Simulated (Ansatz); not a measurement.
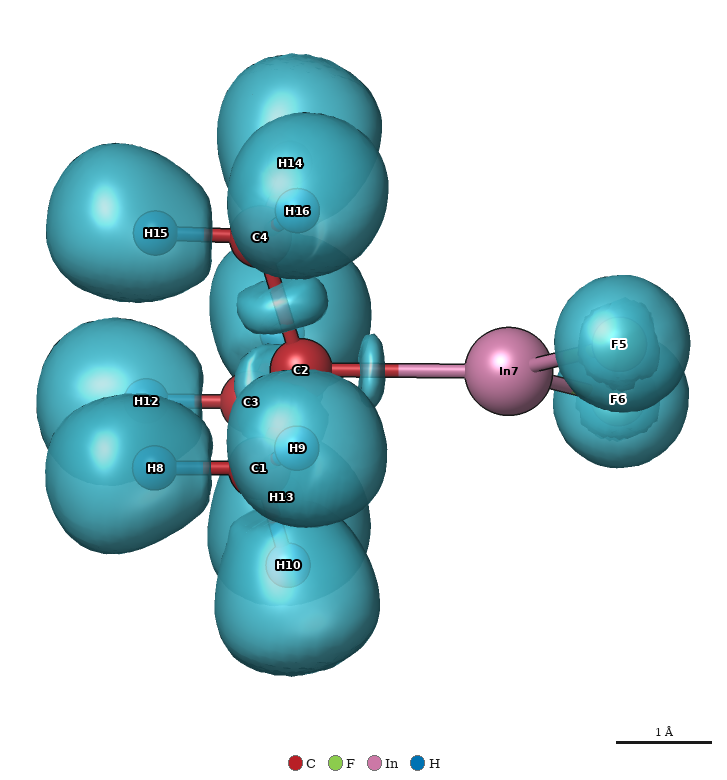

Figure 1: C4H9F2In (SMILES C[C](C)(C)[In]([F])[F]). Isosurface of the ELF at 0.8 (cyan), seen from one side. Only the valence region is drawn (cores and ρ < 0.01 e/Å³ removed).

Geometry: PBE0-D4/def2-SVP; core potentials replace the inner electrons of In.

These are results of Ansatz, isolated molecule in a Gaussian basis; Kohn-Sham density functional theory, functional PBE0, not measurements.

```yaml
atoms:
  - { symbol: C, position_ang: [0.4814, 0.5976, 1.3609] }
  - { symbol: C, position_ang: [0.0276, -0.0937, 0.0791] }
  - { symbol: C, position_ang: [1.0845, -1.0670, -0.4274] }
  - { symbol: C, position_ang: [-1.3123, -0.7934, 0.2866] }
  - { symbol: F, position_ang: [-1.4741, 3.0060, -1.2253] }
  - { symbol: F, position_ang: [0.5495, 1.5793, -3.2020] }
  - { symbol: In, position_ang: [-0.2800, 1.4604, -1.4274] }
  - { symbol: H, position_ang: [0.6184, -0.1600, 2.1557] }
  - { symbol: H, position_ang: [-0.2570, 1.3270, 1.7285] }
  - { symbol: H, position_ang: [1.4453, 1.1165, 1.2398] }
  - { symbol: H, position_ang: [0.7858, -1.5613, -1.3645] }
  - { symbol: H, position_ang: [1.2429, -1.8599, 0.3279] }
  - { symbol: H, position_ang: [2.0564, -0.5795, -0.5993] }
  - { symbol: H, position_ang: [-1.6700, -1.2960, -0.6259] }
  - { symbol: H, position_ang: [-1.2001, -1.5734, 1.0636] }
  - { symbol: H, position_ang: [-2.0983, -0.1026, 0.6296] }
```

Where are the electrons localised?

At this value the surface marks out three regions between bonded C–C atoms (shared pairs), nine regions around hydrogen nuclei, one lobe of the valence shell of C pointing towards In (polar bonds) and two regions wrapped around F (the valence shell of each). Along the contacts the grid gives the following. C–C (1.52 Å): the ELF peaks at about 0.95 between the atoms: localised, covalent bonding. In–F (1.96 Å): the ELF peaks at about 0.85 in the valence shell of F, 0.5 Å from its nucleus, and drops to about 0.10 between the two atoms.
